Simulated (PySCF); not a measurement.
Geometry relaxation, with input and output: CH4F2GeO2

The run: geometry relaxation of CH4F2GeO2, SMILES OC(F)(F)[O][GeH3]. Method and program: PBE0-D3(BJ)/def2-SVP geometry optimisation, gas phase (PySCF 2.14.0).

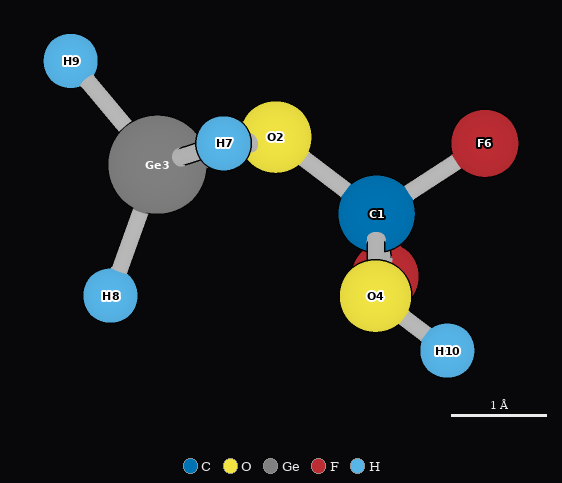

**Figure 1.** The starting structure (ball-and-stick view, seen at a tilt; atoms are numbered from 1 in the order of the input). Sticks mark near contacts. Bond lengths as drawn: C–F 1.36 Å, C–O 1.32 to 1.33 Å, Ge–H 1.48 to 1.50 Å, Ge–O 1.82 Å and H–O 0.95 Å.

## Key numbers

| quantity | value |
| --- | --- |
| outcome | converged |
| total energy | −2466.476377 hartree |
| dipole moment | 2.69 D |
| point group | Cs |
| hardware | 1 CPU thread, shared host |
| wall time | 40 s |
| peak memory | 0.63 GiB |

## The input
```
{"job": {"xc": "PBE0", "basis": "def2-SVP", "d3": "d3bj", "grid": 2, "kind": "geom", "shake": 0.01}, "charge": 0, "multiplicity": 1}
C      1.123315    -0.016350    -0.143306
O      0.190152     0.867514    -0.499818
Ge    -1.526149     0.456954    -0.067796
O      0.632798    -1.046002     0.522999
F      1.798605    -0.454857    -1.242648
F      2.076982     0.599587     0.606224
H     -1.573302     0.376909     1.432031
H     -1.836812    -0.813428    -0.757571
H     -2.139262     1.678848    -0.629100
H      1.295224    -1.674758     0.780457
```

The first line tells a small driver script what to run in PySCF; the rest is the geometry in Å.

Run as:
```bash
OMP_NUM_THREADS=1 python <driver script> task.json out
```

## The program's output
```
step   0  E = -2466.46980435  max force = 0.031519
step   1  E = -2466.47601556  max force = 0.006138
step   2  E = -2466.47632796  max force = 0.002611
step   3  E = -2466.47636864  max force = 0.001105
step   4  E = -2466.47637699  max force = 0.000406
optimisation converged
```

## Trajectory as extended XYZ (Å, eV, eV/Å), 5 frames, from step=0 to step=4
```
10
Properties=species:S:1:pos:R:3:forces:R:3 step=0 energy=-67116.06195
C     1.1233   -0.0163   -0.1433    1.3206   1.5257  -0.9863
O     0.1902    0.8675   -0.4998    0.2683  -0.6390   0.2646
Ge   -1.5261    0.4570   -0.0678    0.6847   0.3595   0.2692
O     0.6328   -1.0460    0.5230   -1.6208  -0.6990   0.5861
F     1.7986   -0.4549   -1.2427   -0.0493  -0.0073   0.0071
F     2.0770    0.5996    0.6062    0.0505   0.0311   0.0185
H    -1.5733    0.3769    1.4320   -0.2233  -0.0403   0.5468
H    -1.8368   -0.8134   -0.7576   -0.4367  -0.8546  -0.4712
H    -2.1393    1.6788   -0.6291   -0.7329   0.7595  -0.3659
H     1.2952   -1.6748    0.7805    0.7389  -0.4357   0.1311
10
Properties=species:S:1:pos:R:3:forces:R:3 step=1 energy=-67116.23097
C     1.1945    0.0015   -0.1450   -0.3156  -0.1813   0.1174
O     0.2094    0.8327   -0.4620   -0.2311   0.0610   0.0211
Ge   -1.5443    0.4820   -0.0504    0.1538  -0.0165  -0.0160
O     0.6995   -1.0755    0.5340    0.1157  -0.0679   0.0288
F     1.8476   -0.4216   -1.2503    0.0649   0.0559  -0.0484
F     2.1315    0.6219    0.6041    0.0476   0.0631  -0.0364
H    -1.6826    0.3929    1.4862    0.0150   0.0293  -0.2236
H    -1.9631   -0.8230   -0.7634    0.0517   0.1833   0.0920
H    -2.2500    1.7224   -0.6370    0.1222  -0.1554   0.0761
H     1.4195   -1.6831    0.7481   -0.0241   0.0284  -0.0111
10
Properties=species:S:1:pos:R:3:forces:R:3 step=2 energy=-67116.23947
C     1.1801   -0.0061   -0.1399    0.0563  -0.0320   0.0154
O     0.1948    0.8255   -0.4548   -0.0799  -0.1159   0.0735
Ge   -1.5462    0.4810   -0.0495    0.0253   0.0269  -0.0431
O     0.7154   -1.0956    0.5408   -0.0329   0.1343  -0.0808
F     1.8387   -0.4073   -1.2513   -0.0046  -0.0651  -0.0742
F     2.1172    0.6300    0.5974    0.0430   0.0362   0.0978
H    -1.6910    0.4010    1.4731   -0.0032  -0.0035   0.0194
H    -1.9694   -0.8103   -0.7585   -0.0016  -0.0054   0.0037
H    -2.2281    1.7189   -0.6378   -0.0105   0.0003   0.0033
H     1.4506   -1.6871    0.7447    0.0079   0.0242  -0.0150
10
Properties=species:S:1:pos:R:3:forces:R:3 step=3 energy=-67116.24058
C     1.1831   -0.0032   -0.1407   -0.0568  -0.0203   0.0111
O     0.1935    0.8240   -0.4524    0.0136   0.0001   0.0079
Ge   -1.5452    0.4780   -0.0483    0.0079   0.0160  -0.0202
O     0.7128   -1.0898    0.5364    0.0359   0.0216  -0.0146
F     1.8380   -0.4079   -1.2547    0.0186   0.0157   0.0165
F     2.1188    0.6317    0.6024    0.0081  -0.0090  -0.0239
H    -1.6906    0.3991    1.4738   -0.0050  -0.0037   0.0292
H    -1.9667   -0.8137   -0.7551   -0.0078  -0.0219  -0.0077
H    -2.2292    1.7135   -0.6365   -0.0168   0.0167  -0.0061
H     1.4477   -1.6815    0.7395    0.0024  -0.0153   0.0080
10
Properties=species:S:1:pos:R:3:forces:R:3 step=4 energy=-67116.24080
C     1.1837   -0.0031   -0.1406   -0.0209  -0.0202   0.0099
O     0.1919    0.8225   -0.4503    0.0038  -0.0095   0.0113
Ge   -1.5482    0.4779   -0.0481    0.0090   0.0082  -0.0069
O     0.7189   -1.0916    0.5360    0.0053   0.0106  -0.0065
F     1.8399   -0.4042   -1.2552    0.0019   0.0092  -0.0058
F     2.1200    0.6330    0.6008    0.0007   0.0097  -0.0042
H    -1.6957    0.3991    1.4755    0.0004  -0.0022  -0.0004
H    -1.9705   -0.8152   -0.7547    0.0006  -0.0037   0.0009
H    -2.2333    1.7140   -0.6371   -0.0011  -0.0016   0.0015
H     1.4555   -1.6820    0.7379    0.0002  -0.0004   0.0002
```

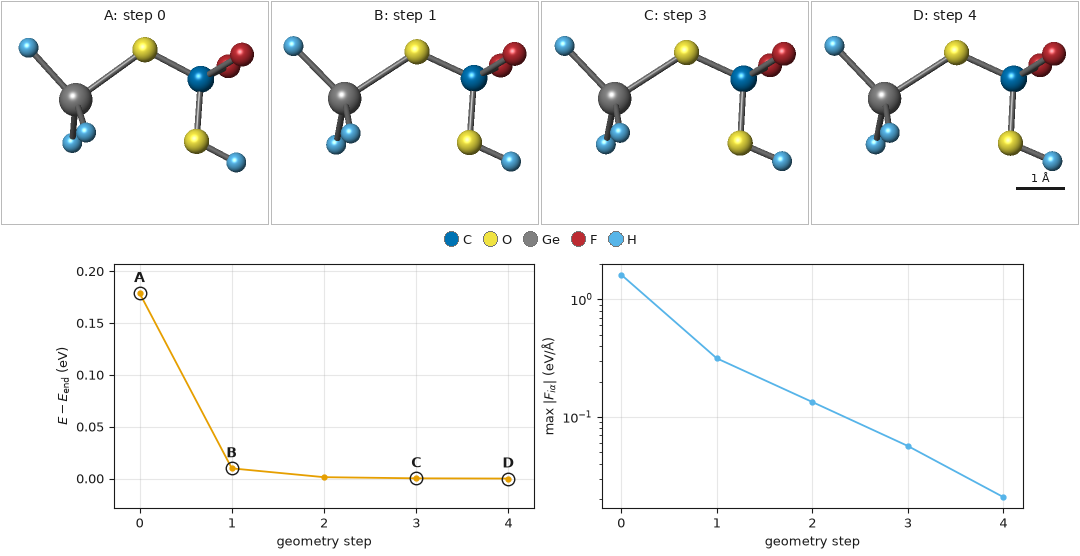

**Figure 2.** Frames of the relaxation (ball-and-stick view, seen on its broad side) above the curves, on which the letters mark them (steps are counted from 0).

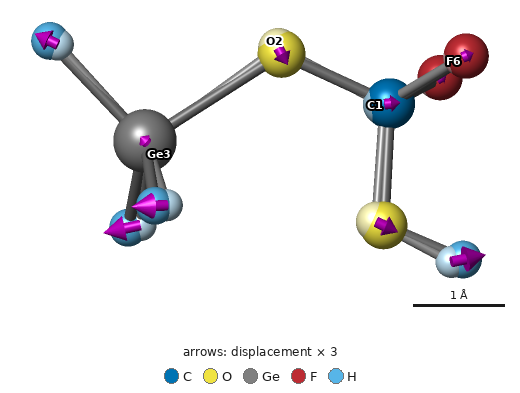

**Figure 3.** Start (faint) and end (solid) with the displacements as pink arrows, magnified 3 times (ball-and-stick view, seen on its broad side). The two geometries are laid on each other by the best rigid fit. The energy falls by 0.179 eV in 4 geometry steps. Largest force component: 1.6 eV/Å at the start, 0.021 eV/Å at the end. The largest moves after the best rigid fit, 0.14 Å, are those of H7 and H8. Largest moves by element: H 0.14 Å, O 0.09 Å, C 0.06 Å, F 0.04 Å, Ge 0.04 Å. Among the contacts that change: Ge3–H8 1.479 → 1.533 Å, C1–O4 1.321 → 1.363 Å, Ge3–H7 1.503 → 1.533 Å, O4–H10 0.949 → 0.965 Å. Among the angles that change: C1–O2–Ge3 116.6° → 123.1°, O2–Ge3–H9 96.6° → 101.0°, H8–Ge3–H9 116.5° → 112.4°. (Atoms are counted from 1 in the order of the input.)
